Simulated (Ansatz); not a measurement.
Formation energy of the bound charge states of N on the C site + N on the C site in diamond (start: the C site; C 1.55 Å away; 64-site cell, 2×2×2 shifted sampling) against the Fermi level, host crystal and elements as references (Δμ(C) = 0.14 eV, Δμ(N) = 0.00 eV; N taken from its element, since no compound that bounds it was computed at this level; only phases computed here count, gases as isolated molecules at 0 K). All values below come from PBE, PAW (plane waves to 420 eV; Ansatz, a first-principles code).

Set-up: 64-site cell; 2×2×2 shifted k-points; host gap 4.13 eV; charged states image-corrected; energies good to tenths of an eV; flagged in the runs: a doubtful potential alignment.

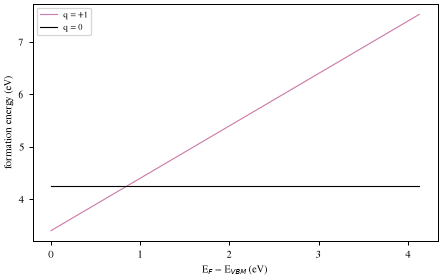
Figure: Formation energy of each charge state against the Fermi level

Crossings of the lowest lines: (+1/0) at 0.86 eV. At the valence-band maximum: q = +1: 3.40 eV; q = 0: 4.26 eV.
